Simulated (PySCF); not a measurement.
# Run report: WOF2, frequency calculation

The run: frequency calculation of WOF2, multiplicity 3. Method and program: UKS-based PBE0, W def2-SVP with ECP60, O def2-SVP, F def2-SVP; non-relativistic Hamiltonian with a scalar-relativistic core potential; density fitting (PySCF 2.14.0).

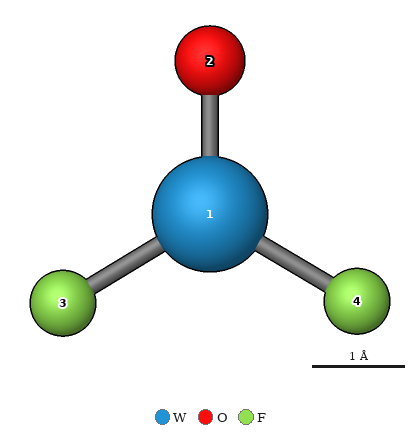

*The structure (ball-and-stick view, seen on its broad side; atoms are numbered from 1 in the order of the input). Sticks mark near contacts.*

Bond lengths as drawn: F–W 1.89 Å and O–W 1.68 Å.

Key numbers

| quantity | value |
| --- | --- |
| outcome | converged |
| total energy | −341.613829 hartree |
| ⟨S²⟩ | 2.017 |
| zero-point energy | 0.006698 hartree |
| dipole moment | 0.58 D |
| wavenumbers, lowest and highest | 164 and 1063 cm⁻¹ |
| hardware | 2 threads of Arm Neoverse N1, 54 GiB of memory available, shared host |
| wall time | 73 s (CPU time 2.1 min) |
| peak memory | 0.89 GiB |

Input
```python
from pyscf import gto, scf, dft
mol = gto.M(atom='''
W     -0.035129     0.000000    -0.021570
O     -1.470019     0.000000    -0.902600
F     -0.057536     0.000000     1.864642
F      1.636857     0.000000    -0.894931''',
    basis={'W': 'def2-SVP', 'O': 'def2-SVP', 'F': 'def2-SVP'},
    ecp={'W': 'def2-SVP'},
    charge=0, spin=2)
mf = dft.UKS(mol, xc='PBE0')
mf.grids.atom_grid = (75, 302)
aux = {'W': 'def2-universal-JKFIT', 'O': 'def2-universal-JKFIT', 'F': 'def2-universal-JKFIT'}
mf = mf.density_fit(auxbasis=aux)
mf.conv_tol = 1e-09
mf.diis_space = 10
mf.max_cycle = 60
mf.verbose = 4
mf.kernel()
```

The script is an equivalent of the set-up of the self-consistent field. The run itself was carried out by a driver, which started from the orbitals of the step before it where there was one and computed the further properties.

Command:
```bash
OMP_NUM_THREADS=2 python axn.py task.json out
```

What the program printed
```
init E= -341.613828923476
  alpha nocc = 21  HOMO = -0.254197740086852  LUMO = -0.0649639640663232
  beta  nocc = 19  HOMO = -0.392237982179601  LUMO = -0.128395601534386
  HOMO = -0.254197740087  LUMO = -0.128395601534  gap/eV = 3.42325
cycle= 1 E= -341.613828923442  delta_E= 3.41e-11  |g|= 1.12e-05  |ddm|= 1.11e-05
  alpha nocc = 21  HOMO = -0.254195763691204  LUMO = -0.0649621215642288
  beta  nocc = 19  HOMO = -0.392239797004311  LUMO = -0.12839338610182
  HOMO = -0.254195763691  LUMO = -0.128393386102  gap/eV = 3.42326
cycle= 2 E= -341.613828923249  delta_E= 1.93e-10  |g|= 2.5e-05  |ddm|= 2.42e-05
  alpha nocc = 21  HOMO = -0.254197330386376  LUMO = -0.0649632915582495
  beta  nocc = 19  HOMO = -0.392237978581004  LUMO = -0.128394959092351
  HOMO = -0.254197330386  LUMO = -0.128394959092  gap/eV = 3.42326
cycle= 3 E= -341.613828923478  delta_E= -2.29e-10  |g|= 4.67e-06  |ddm|= 1.79e-05
  alpha nocc = 21  HOMO = -0.254197184547024  LUMO = -0.0649633511629308
  beta  nocc = 19  HOMO = -0.39223841505826  LUMO = -0.128394918862458
  HOMO = -0.254197184547  LUMO = -0.128394918862  gap/eV = 3.42325
cycle= 4 E= -341.613828923487  delta_E= -8.41e-12  |g|= 1.19e-07  |ddm|= 2.94e-06
  alpha nocc = 21  HOMO = -0.254197178900064  LUMO = -0.0649633442055814
  beta  nocc = 19  HOMO = -0.392238395553937  LUMO = -0.128394911454983
  HOMO = -0.2541971789  LUMO = -0.128394911455  gap/eV = 3.42325
Extra cycle  E= -341.613828923489  delta_E= -1.93e-12  |g|= 1.3e-07  |ddm|= 1.88e-07
converged SCF energy = -341.613828923489  <S^2> = 2.0167099  2S+1 = 3.0111193
```

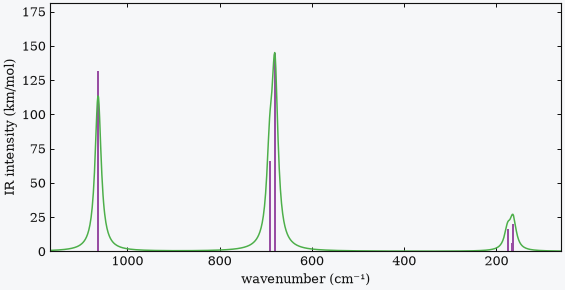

*Harmonic infrared spectrum, unscaled: sticks (degenerate modes added up, dark ones marked on the axis) with a Lorentzian envelope of 16 cm⁻¹ full width, scaled to the tallest stick.*

6 modes from 164 to 1063 cm⁻¹, none imaginary. The strongest line is at 680 cm⁻¹ (145 km/mol). All modes, in cm⁻¹ (km/mol): 164 (19.9), 166 (6.4), 176 (16.2), 680 (145), 691 (66), 1063 (132).

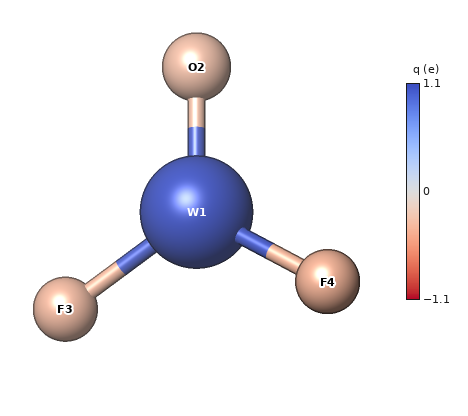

*Mulliken charges, as the colour of each atom (ball-and-stick view, seen at a tilt; atoms are numbered from 1 in the order of the input).*

By element: W +1.05, O −0.31 and F −0.37 e.
